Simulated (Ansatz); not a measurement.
```
Li Si I
1.0
     5.39553    0.00000    0.00000
     0.00000    5.39553    0.00000
     0.00000    0.00000    7.76880
Li Si I
1 1 5
Direct
  0.00000 0.00000 0.50000
  0.50000 0.50000 0.00000
  0.00000 0.00000 0.00000
  0.50000 0.00000 0.72858
  0.00000 0.50000 0.72858
  0.50000 0.00000 0.27142
  0.00000 0.50000 0.27142
```

Space group P4/mmm; a structure from a database of computed crystals, not necessarily the ambient phase; started from the SiSnPd5-123 prototype, which need not be the ambient phase.

Computed with Ansatz, DFT, r2SCAN+rVV10, plane waves, PAW.

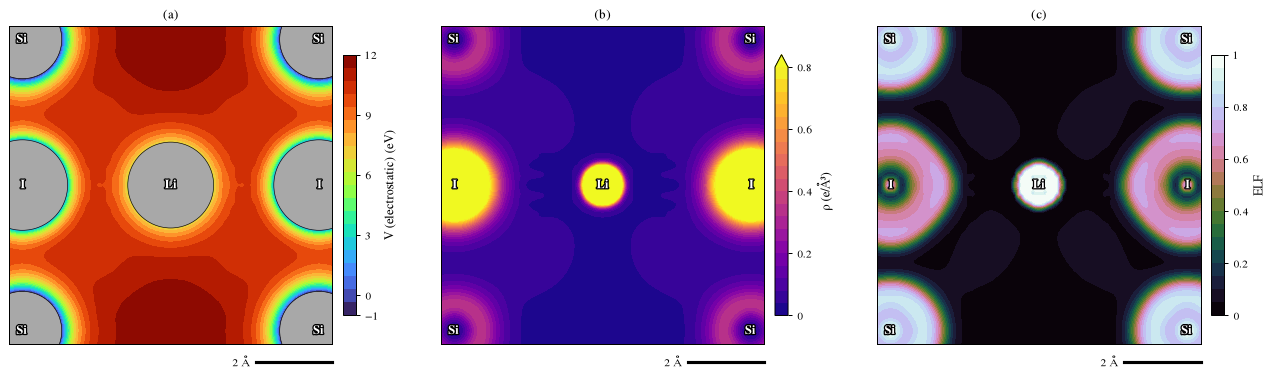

LiSiI5. (a) electrostatic potential (local pseudopotential plus Hartree) felt by an electron; (b) valence electron density; (c) ELF on the (110) plane of the conventional cell. Grey discs cover the atomic cores in the potential map.

The density is the valence pseudo-density of a PAW calculation; it isn't the true density close to the nuclei.

> Interpret the plot.

The section cuts through Li, Si and I sites. Si–I (3.82 Å): the density is about 0.06 e/Å³ at the midpoint; the ELF is about 0.10 at the midpoint: no shared electron pair shows on this line. Between the atoms the lowest density in this plane is 0.003 e/Å³. The features right at Li lie inside the PAW spheres, where the map follows smoothed inner orbitals and isn't to be read closely. Outside the cores the potential energy rises away from the atoms and is highest about 3.2 Å from the nearest atoms; its zero is arbitrary.
